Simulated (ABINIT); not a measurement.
# Quasiparticle gap of GaAs (F-43m) in ABINIT, part 2 of 3

Aim: the G0W0 gap of GaAs (F-43m) on PBE, step by step.

ABINIT 10.8.3; PBE and many-body steps on it, plane waves. Known limits of the many-body steps: not at the basis limit; screening runs away on this mesh; no spin-orbit coupling; coarse k mesh.

So far. Step 2 (Ground state): The gap is direct, at Γ.

### 3. Bands along the symmetry lines

Level of this step: DFT, PBE, plane waves, norm-conserving pseudopotentials (ABINIT).

Levels along a band path, at the cheap level, show where the edges lie and whether the meshes to come will hold them.

run.abi reads:

```
acell 3*1.0 Angstrom
rprim 
  0.000000000000 2.826850000000 2.826850000000
  2.826850000000 0.000000000000 2.826850000000
  2.826850000000 2.826850000000 0.000000000000
ntypat 2
znucl 31 33
natom 2
typat 1 2
xred 
  0.000000000000 0.000000000000 0.000000000000
  0.250000000000 0.250000000000 0.250000000000
pp_dirpath "pseudos"
pseudos "Ga.upf, As.upf"
ecut 45
iscf -2
irdden 1
kptopt 0
nkpt 50
kpt 
  0.00000000 0.00000000 0.00000000
  -0.06250000 -0.06250000 0.00000000
  -0.12500000 -0.12500000 0.00000000
  -0.18750000 -0.18750000 0.00000000
  -0.25000000 -0.25000000 0.00000000
  -0.31250000 -0.31250000 0.00000000
  -0.37500000 -0.37500000 0.00000000
  -0.43750000 -0.43750000 0.00000000
  -0.50000000 -0.50000000 0.00000000
  -0.48437500 -0.48437500 0.03125000
  -0.46875000 -0.46875000 0.06250000
  -0.45312500 -0.45312500 0.09375000
  -0.43750000 -0.43750000 0.12500000
  -0.42187500 -0.42187500 0.15625000
  -0.40625000 -0.40625000 0.18750000
  -0.39062500 -0.39062500 0.21875000
  -0.37500000 -0.37500000 0.25000000
  -0.37500000 0.00000000 0.37500000
  -0.32812500 0.00000000 0.32812500
  -0.28125000 0.00000000 0.28125000
  -0.23437500 0.00000000 0.23437500
  -0.18750000 0.00000000 0.18750000
  -0.14062500 0.00000000 0.14062500
  -0.09375000 0.00000000 0.09375000
  -0.04687500 0.00000000 0.04687500
  0.00000000 0.00000000 0.00000000
  0.00000000 0.00000000 0.06250000
  0.00000000 0.00000000 0.12500000
  0.00000000 0.00000000 0.18750000
  0.00000000 0.00000000 0.25000000
  0.00000000 0.00000000 0.31250000
  0.00000000 0.00000000 0.37500000
  0.00000000 0.00000000 0.43750000
  -0.00000000 -0.00000000 0.50000000
  -0.06250000 -0.03125000 0.46875000
  -0.12500000 -0.06250000 0.43750000
  -0.18750000 -0.09375000 0.40625000
  -0.25000000 -0.12500000 0.37500000
  -0.31250000 -0.15625000 0.34375000
  -0.37500000 -0.18750000 0.31250000
  -0.43750000 -0.21875000 0.28125000
  -0.50000000 -0.25000000 0.25000000
  -0.50000000 -0.28125000 0.21875000
  -0.50000000 -0.31250000 0.18750000
  -0.50000000 -0.34375000 0.15625000
  -0.50000000 -0.37500000 0.12500000
  -0.50000000 -0.40625000 0.09375000
  -0.50000000 -0.43750000 0.06250000
  -0.50000000 -0.46875000 0.03125000
  -0.50000000 -0.50000000 0.00000000
istwfk *1
nband 29
nbdbuf 2
tolwfr 1e-08
nstep 40
prtwf 0
prtvol 0
indata_prefix "in"
outdata_prefix "out"
tmpdata_prefix "tmp"
```

Launch:

```sh
$ OMP_NUM_THREADS=1 mpirun -n 4 abinit run.abi > log
```

Numbers of over 12 decimals in the logs are rounded to 6 here.

Output:

```text
.Version 10.8.3 of ABINIT. v10.8.2 released Aug 2026.

 Symmetries : space group F-4 3 m (#216); Bravais cF (face-center cubic)
[... echo of the input left out ...]
== DATASET  1 ==================================================================
-   mpi_nproc: 4, omp_nthreads: 1 (-1 if OMP is not activated)

--- !DatasetInfo
iteration_state: {dtset: 1, }
dimensions: {natom: 2, nkpt: 50, mband: 29, nsppol: 1, nspinor: 1, nspden: 1, mpw: 4477, }
cutoff_energies: {ecut:  45.0, pawecutdg:  -1.0, }
electrons: {nelect:   4.40000000E+01, charge:   0.00000000E+00, occopt:   1.00000000E+00, tsmear:   1.00000000E-02, }

 Real(R)+Recip(G) space primitive vectors, cartesian coordinates (Bohr,Bohr^-1):
 R(1)=  0.0000000  5.3419723  5.3419723  G(1)= -0.0935984  0.0935984  0.0935984
 R(2)=  5.3419723  0.0000000  5.3419723  G(2)=  0.0935984 -0.0935984  0.0935984
 R(3)=  5.3419723  5.3419723  0.0000000  G(3)=  0.0935984  0.0935984 -0.0935984
 Unit cell volume ucvol=  3.0488418E+02 bohr^3
 Angles (23,13,12)=  6.00000000E+01  6.00000000E+01  6.00000000E+01 degrees

 getcut: wavevector=  0.0000  0.0000  0.0000  ngfft=  48  48  48
         ecut(hartree)=     45.000   => boxcut(ratio)=   2.10404

--- Pseudopotential description ------------------------------------------------
- Ga Generated using ONCVPSP code by D. R. Hamann
- 31.00000  21.00000  171031                  znucl, zion, pspdat
12 -101130 2 -1 1902                          pspcod,pspxc,lmax,lloc,mmax
     nproj     2     2     2
  pspatm : epsatm=   21.85474337
         --- l  ekb(1:nproj) -->
             0    4.962806   -1.220223
             1   -5.679278   -1.350476
             2  -10.596651   -3.839775
 pspatm: atomic psp has been read  and splines computed

- As Generated using ONCVPSP code by D. R. Hamann
- 33.00000  23.00000  171031                  znucl, zion, pspdat
12 -101130 2 -1 1358                          pspcod,pspxc,lmax,lloc,mmax
     nproj     2     2     2
  pspatm : epsatm=   24.77333152
         --- l  ekb(1:nproj) -->
[...]
pspatm: atomic psp has been read  and splines computed

--------------------------------------------------------------------------------

================================================================================
 prteigrs : about to open file out_EIG
 Non-SCF case, kpt    1 (  0.00000  0.00000  0.00000), residuals and eigenvalues=
  7.95E-09  4.10E-09  8.72E-10  4.22E-09  1.87E-09  2.51E-09  6.84E-09  4.92E-09
  4.52E-09  6.80E-09  5.31E-09  1.63E-09  2.65E-09  3.05E-09  6.31E-09  5.72E-09
  3.83E-09  3.66E-09  7.04E-09  2.25E-09  2.99E-09  6.38E-09  8.69E-09  9.63E-09
  3.50E-09  7.40E-09  6.12E-09  1.08E-06  2.68E-05
 -6.5841E+00 -5.0788E+00 -4.5024E+00 -4.5024E+00 -4.5024E+00 -3.2656E+00
 -3.2656E+00 -3.2656E+00 -1.0842E+00 -1.0842E+00 -1.0842E+00 -1.0838E+00
 -1.0838E+00 -3.3685E-01 -3.3685E-01 -3.3685E-01 -3.3402E-01 -3.3402E-01
[...]
1.73E-09  1.85E-09  3.51E-09  1.38E-07  1.65E-05
[...]
Non-SCF case, kpt    3 ( -0.12500 -0.12500  0.00000), residuals and eigenvalues=
[...]
Non-SCF case, kpt   49 ( -0.50000 -0.46875  0.03125), residuals and eigenvalues=
[...]
Non-SCF case, kpt   50 ( -0.50000 -0.50000  0.00000), residuals and eigenvalues=
[...]
-1.0837E+00 -3.4072E-01 -3.3464E-01 -3.3464E-01 -3.3460E-01 -3.3301E-01
 -1.6768E-01 -4.2359E-02  1.0989E-01  1.0989E-01  2.6225E-01  2.6928E-01
[...]
--- !ResultsGS
iteration_state: {dtset: 1, }
comment   : Summary of ground state results
lattice_vectors:
- [  0.0000000,   5.3419723,   5.3419723, ]
- [  5.3419723,   0.0000000,   5.3419723, ]
- [  5.3419723,   5.3419723,   0.0000000, ]
lattice_lengths: [   7.55469,    7.55469,    7.55469, ]
lattice_angles: [ 60.000,  60.000,  60.000, ] # degrees, (23, 13, 12)
lattice_volume:   3.0488418E+02
convergence: {deltae:  0.000E+00, res2:  0.000E+00, residm:  9.967E-09, diffor:  0.000E+00, }
etotal    :  -5.53587247E+02
entropy   :   0.00000000E+00
fermie    :   2.08235878E-01
cartesian_stress_tensor: null
pressure_GPa: null
xred      :
- [  0.0000E+00,   0.0000E+00,   0.0000E+00, Ga]
- [  2.5000E-01,   2.5000E-01,   2.5000E-01, As]
cartesian_forces: null
force_length_stats: {min: null, max: null, mean: null, }

 Integrated electronic density in atomic spheres:
 ------------------------------------------------
 Atom  Sphere_radius  Integrated_density
[...]
================================================================================

 ----iterations are completed or convergence reached----

 Mean square residual over all n,k,spin=   48.042E-10; max=  99.673E-10
 reduced coordinates (array xred) for    2 atoms
       0.000000000000      0.000000000000      0.000000000000
       0.250000000000      0.250000000000      0.250000000000

 cartesian coordinates (angstrom) at end:
    1      0.000000     0.000000     0.000000
    2      1.413425     1.413425     1.413425
 length scales=  1.889726125908  1.889726125908  1.889726125908 bohr
              =  1.000000000000  1.000000000000  1.000000000000 angstroms
 prteigrs : about to open file out_EIG
 Eigenvalues (hartree) for nkpt=  50  k points:
 kpt#   1, nband= 29, wtk=  1.00000, kpt=  0.0000  0.0000  0.0000 (reduced coord)
[...]
kpt#   2, nband= 29, wtk=  1.00000, kpt= -0.0625 -0.0625  0.0000 (reduced coord)
[...]
kpt#   3, nband= 29, wtk=  1.00000, kpt= -0.1250 -0.1250  0.0000 (reduced coord)
[...]
kpt#  49, nband= 29, wtk=  1.00000, kpt= -0.5000 -0.4687  0.0313 (reduced coord)
[...]
0.57609    0.57670    0.61192    0.68199    0.70271
 kpt#  50, nband= 29, wtk=  1.00000, kpt= -0.5000 -0.5000  0.0000 (reduced coord)
[...]
-1.08414   -1.08402   -1.08402   -1.08377   -1.08368   -0.34072   -0.33464   -0.33464
  -0.33460   -0.33301   -0.16768   -0.04236    0.10989    0.10989    0.26225    0.26928
   0.58231    0.58231    0.61197    0.69814    0.70285

== END DATASET(S) ==============================================================
================================================================================

 -outvars: echo values of variables after computation  --------
            nband          29
             nkpt          50
          spgroup         216
 [... the other variables as echoed above ...]

 Calculation completed.
```

It took 23 s on 4 MPI ranks of Arm Neoverse V2, shared host; peak memory 0.36 GiB.

Numbers from this step:

```
gap                        : 0.5078 eV
k of the valence top       : 0, 0, 0
k of the conduction bottom : 0, 0, 0
least direct gap           : 0.5078 eV
```

The gap is 0.508 eV, as in the run before at this level.

The electronic bands at the labelled points (eV, zero at the top of the highest filled band):

```csv
point,band 19,band 20,band 21,band 22,band 23,band 24,band 25,band 26
Γ,-12.73,0.00,0.00,0.00,0.51,3.74,3.74,3.74
X,-10.23,-6.82,-2.68,-2.68,1.47,1.66,10.18,10.18
U,-10.27,-6.63,-3.86,-2.26,1.97,4.64,7.96,8.07
jump to K,-10.27,-6.63,-3.86,-2.26,1.97,4.64,7.96,8.07
Γ,-12.73,0.00,0.00,0.00,0.51,3.74,3.74,3.74
L,-10.97,-6.64,-1.14,-1.14,1.00,4.65,4.65,7.76
W,-10.17,-6.63,-3.53,-3.34,4.62,4.73,5.42,6.05
X,-10.23,-6.82,-2.68,-2.68,1.47,1.66,10.18,10.18
```

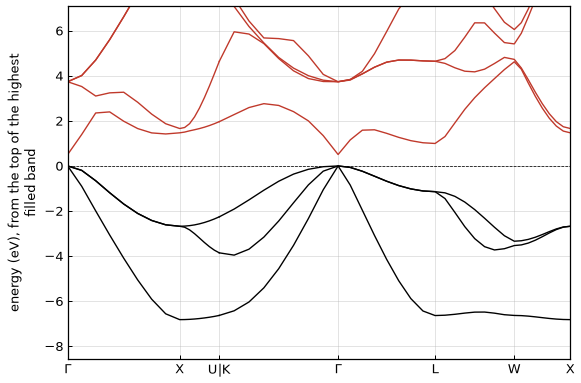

Electronic bands along the path; lines of filled and empty bands in two colours.

### 4. Empty states on the mesh, 4×4×4 mesh, 60 bands

The sums over transitions need many empty states on a uniform mesh; this step solves for them.

run.abi reads:

```
acell 3*1.0 Angstrom
rprim 
  0.000000000000 2.826850000000 2.826850000000
  2.826850000000 0.000000000000 2.826850000000
  2.826850000000 2.826850000000 0.000000000000
ntypat 2
znucl 31 33
natom 2
typat 1 2
xred 
  0.000000000000 0.000000000000 0.000000000000
  0.250000000000 0.250000000000 0.250000000000
pp_dirpath "pseudos"
pseudos "Ga.upf, As.upf"
ecut 45
ngkpt 4 4 4
nshiftk 1
shiftk 0 0 0
kptopt 1
chksymbreak 0
iscf -2
irdden 1
istwfk *1
nband 60
nbdbuf 4
tolwfr 1e-09
nstep 60
prtvol 0
indata_prefix "in"
outdata_prefix "out"
tmpdata_prefix "tmp"
```

Output:

```text
.Version 10.8.3 of ABINIT. v10.8.2 released Aug 2026.

 Symmetries : space group F-4 3 m (#216); Bravais cF (face-center cubic)
[... echo of the input left out ...]
== DATASET  1 ==================================================================
-   mpi_nproc: 4, omp_nthreads: 1 (-1 if OMP is not activated)

--- !DatasetInfo
iteration_state: {dtset: 1, }
dimensions: {natom: 2, nkpt: 8, mband: 60, nsppol: 1, nspinor: 1, nspden: 1, mpw: 4477, }
cutoff_energies: {ecut:  45.0, pawecutdg:  -1.0, }
electrons: {nelect:   4.40000000E+01, charge:   0.00000000E+00, occopt:   1.00000000E+00, tsmear:   1.00000000E-02, }

 Real(R)+Recip(G) space primitive vectors, cartesian coordinates (Bohr,Bohr^-1):
 R(1)=  0.0000000  5.3419723  5.3419723  G(1)= -0.0935984  0.0935984  0.0935984
 R(2)=  5.3419723  0.0000000  5.3419723  G(2)=  0.0935984 -0.0935984  0.0935984
 R(3)=  5.3419723  5.3419723  0.0000000  G(3)=  0.0935984  0.0935984 -0.0935984
 Unit cell volume ucvol=  3.0488418E+02 bohr^3
 Angles (23,13,12)=  6.00000000E+01  6.00000000E+01  6.00000000E+01 degrees

 getcut: wavevector=  0.0000  0.0000  0.0000  ngfft=  48  48  48
         ecut(hartree)=     45.000   => boxcut(ratio)=   2.10404

--- Pseudopotential description ------------------------------------------------
- Ga Generated using ONCVPSP code by D. R. Hamann
- 31.00000  21.00000  171031                  znucl, zion, pspdat
12 -101130 2 -1 1902                          pspcod,pspxc,lmax,lloc,mmax
     nproj     2     2     2
  pspatm : epsatm=   21.85474337
         --- l  ekb(1:nproj) -->
             0    4.962806   -1.220223
             1   -5.679278   -1.350476
             2  -10.596651   -3.839775
 pspatm: atomic psp has been read  and splines computed

- As Generated using ONCVPSP code by D. R. Hamann
- 33.00000  23.00000  171031                  znucl, zion, pspdat
12 -101130 2 -1 1358                          pspcod,pspxc,lmax,lloc,mmax
     nproj     2     2     2
  pspatm : epsatm=   24.77333152
         --- l  ekb(1:nproj) -->
[...]
pspatm: atomic psp has been read  and splines computed

--------------------------------------------------------------------------------

================================================================================
 prteigrs : about to open file out_EIG
 Non-SCF case, kpt    1 (  0.00000  0.00000  0.00000), residuals and eigenvalues=
  4.13E-10  7.22E-10  2.81E-10  9.05E-10  5.28E-10  3.54E-10  5.51E-10  3.03E-10
  8.68E-10  4.59E-10  2.29E-10  1.42E-10  1.33E-10  5.28E-10  6.65E-10  4.73E-10
  2.73E-10  6.36E-10  5.73E-10  7.50E-10  1.65E-10  2.40E-10  1.96E-10  7.31E-10
[...]
6.32E-10  4.69E-09  8.60E-09  1.21E-08
 -6.5841E+00 -5.0788E+00 -4.5024E+00 -4.5024E+00 -4.5024E+00 -3.2656E+00
 -3.2656E+00 -3.2656E+00 -1.0842E+00 -1.0842E+00 -1.0842E+00 -1.0838E+00
 -1.0838E+00 -3.3685E-01 -3.3685E-01 -3.3685E-01 -3.3402E-01 -3.3402E-01
[...]
1.6755E+00  1.6990E+00  1.6990E+00  1.7008E+00  1.7008E+00  1.7008E+00
  1.7036E+00  1.7036E+00  1.7036E+00  1.7349E+00  1.7349E+00  1.7349E+00
 prteigrs : prtvol=0 or 1, do not print more k-points.

--- !ResultsGS
iteration_state: {dtset: 1, }
comment   : Summary of ground state results
lattice_vectors:
- [  0.0000000,   5.3419723,   5.3419723, ]
- [  5.3419723,   0.0000000,   5.3419723, ]
- [  5.3419723,   5.3419723,   0.0000000, ]
lattice_lengths: [   7.55469,    7.55469,    7.55469, ]
lattice_angles: [ 60.000,  60.000,  60.000, ] # degrees, (23, 13, 12)
lattice_volume:   3.0488418E+02
convergence: {deltae:  0.000E+00, res2:  0.000E+00, residm:  9.917E-10, diffor:  0.000E+00, }
etotal    :  -5.53587247E+02
entropy   :   0.00000000E+00
fermie    :   2.08235878E-01
cartesian_stress_tensor: null
pressure_GPa: null
xred      :
- [  0.0000E+00,   0.0000E+00,   0.0000E+00, Ga]
- [  2.5000E-01,   2.5000E-01,   2.5000E-01, As]
cartesian_forces: null
force_length_stats: {min: null, max: null, mean: null, }

 Integrated electronic density in atomic spheres:
 ------------------------------------------------
 Atom  Sphere_radius  Integrated_density
[...]
================================================================================

 ----iterations are completed or convergence reached----

 Mean square residual over all n,k,spin=   45.280E-11; max=  99.166E-11
 reduced coordinates (array xred) for    2 atoms
       0.000000000000      0.000000000000      0.000000000000
       0.250000000000      0.250000000000      0.250000000000

 cartesian coordinates (angstrom) at end:
    1      0.000000     0.000000     0.000000
    2      1.413425     1.413425     1.413425
 length scales=  1.889726125908  1.889726125908  1.889726125908 bohr
              =  1.000000000000  1.000000000000  1.000000000000 angstroms
 prteigrs : about to open file out_EIG
 Eigenvalues (hartree) for nkpt=   8  k points:
 kpt#   1, nband= 60, wtk=  0.01563, kpt=  0.0000  0.0000  0.0000 (reduced coord)
[...]
1.19776    1.19776    1.23512    1.23512    1.49723    1.66598    1.66598    1.66598
   1.67552    1.69905    1.69905    1.70085    1.70085    1.70085    1.70364    1.70364
   1.70364    1.73489    1.73489    1.73489
 prteigrs : prtvol=0 or 1, do not print more k-points.

== END DATASET(S) ==============================================================
================================================================================

 -outvars: echo values of variables after computation  --------
            nband          60
             nkpt           8
          spgroup         216
 [... the other variables as echoed above ...]

 Calculation completed.
```

It took 13 s on 4 MPI ranks; peak memory 0.3 GiB; 52 s of CPU time.

This step gave:

```yaml
gap: 0.5078 eV
k_of_the_valence_top: 0, 0, 0
k_of_the_conduction_bottom: 0, 0, 0
least_direct_gap: 0.5078 eV
k_points_computed: 8
lowest_point_of_the_top_converged_band_above_the_valence_top: 39.62 eV
```

On this mesh the gap is 0.508 eV.

### 5. Screening, 4×4×4 mesh, 56 bands, screening to 108.8 eV

The RPA dielectric matrix is built and inverted for each q.

This step: RPA screening on PBE, plane waves, norm-conserving pseudopotentials.

Edit run.abi of step 4 so:

```diff
@@ -20,10 +20,11 @@
 chksymbreak 0
-iscf -2
-irdden 1
 istwfk *1
-nband 60
-nbdbuf 4
-tolwfr 1e-09
-nstep 60
-prtvol 0
+occopt 1
+irdwfk 1
+optdriver 3
+nband 56
+ecuteps 4
+inclvkb 2
+awtr 1
+symchi 1
 indata_prefix "in"
```

Output:

```text
.Version 10.8.3 of ABINIT. v10.8.2 released Aug 2026.

 Symmetries : space group F-4 3 m (#216); Bravais cF (face-center cubic)
[... echo of the input left out ...]
== DATASET  1 ==================================================================
-   mpi_nproc: 4, omp_nthreads: 1 (-1 if OMP is not activated)

--- !DatasetInfo
iteration_state: {dtset: 1, }
dimensions: {natom: 2, nkpt: 8, mband: 56, nsppol: 1, nspinor: 1, nspden: 1, mpw: 4477, }
cutoff_energies: {ecut:  45.0, pawecutdg:  -1.0, }
electrons: {nelect:   4.40000000E+01, charge:   0.00000000E+00, occopt:   1.00000000E+00, tsmear:   1.00000000E-02, }

 SCREENING: Calculation of the susceptibility and dielectric matrices

 Based on a program developped by R.W. Godby, V. Olevano, G. Onida, and L. Reining.
 Incorporated in ABINIT by V. Olevano, G.-M. Rignanese, and M. Torrent.
.Using double precision arithmetic ; gwpc =  8

[... cell and pseudopotentials left out ...]
--------------------------------------------------------------------------------

 ==== K-mesh for the wavefunctions ====
 Number of points in the irreducible wedge :     8
[... list of points left out ...]
 Together with 24 symmetry operations and time-reversal symmetry
 yields    64 points in the full Brillouin Zone.

 ==== Q-mesh for the screening function ====
 Number of points in the irreducible wedge :     8
[... list of points left out ...]
 Together with 24 symmetry operations and time-reversal symmetry
 yields    64 points in the full Brillouin Zone.

 setmesh: FFT mesh size selected  =    30x   30x   30
          total number of points  =        27000

 vcoul_init : cutoff-mode = AUXILIARY_FUNCTION
 q-points for optical limit:   1
     1)      0.000010    0.000020    0.000030

- screening: taking advantage of time-reversal symmetry
- Maximum band index for partially occupied states nbvw = 22
- Remaining bands to be divided among processors   nbcw = 34
- Number of bands treated by each node ~8

 Number of electrons calculated from density =   44.0000; Expected =   44.0000
 average of density, n =  0.144317
 r_s =    1.1827
 omega_plasma =   36.6450 [eV]

 calculating chi0 at frequencies [eV] :
  1    0.000000E+00    0.000000E+00
  2    0.000000E+00    3.664498E+01

--------------------------------------------------------------------------------
  q-point number  1        q = ( 0.000000, 0.000000, 0.000000) [r.l.u.]
--------------------------------------------------------------------------------
[... chi0 elements left out ...]
 For q-point:  0.000010 0.000020 0.000030
  dielectric constant = 139.7747
  dielectric constant without local fields = 149.5337

  Average fulfillment of the sum rule on Im[epsilon] for q-point    1 :     20.42  [%]
[... wings left out ...]
  q-point number  2        q = ( 0.250000, 0.000000, 0.000000) [r.l.u.]
--------------------------------------------------------------------------------
[... chi0 elements left out ...]
  Average fulfillment of the sum rule on Im[epsilon] for q-point    2 :     25.49  [%]

 [... 6 further q-points ...]
```

Run time: 16 s. Hardware: 4 MPI ranks; peak memory 0.81 GiB; 64 s of CPU time.

Numbers from this step:

```
ε∞ with local fields, on this mesh, along the program's q direction : 139.8
the same without local fields                                       : 149.5
plasma frequency                                                    : 36.65 eV
plane waves in the screening matrix                                 : 113
```

Local fields lower ε∞ by 7 %. The value itself is an artefact of the mesh, where one narrow direct gap carries too much weight.

(Continued in part 3 of 3.)

[Paths, hosts, dates, memory and timing lines, banners, echoed tables and standing remarks are left out of the program output.]

[Logs are printed without paths, hosts, clocks, repeated set-up lines and the standing remarks that a program may print on its own settings, such as how far it seeks lower states.]

[Runs of the session that timed out or met a known fault of the program may be left out.]

[Hosts, paths, dates, database ids (printed as entryN), source tags and the programs' standing remarks are cut or masked in the printed files.]

[G0W0 gaps are taken among the corrected bands and points alone; a level outside them can change the order at an edge.]

[Where Ansatz stands beside ABINIT at settings called matched, ABINIT's density can come from a denser mesh and the files from another edition; pairs whose starting gaps differed by over 0.03 eV were left out, so agreement reads better than it is.]
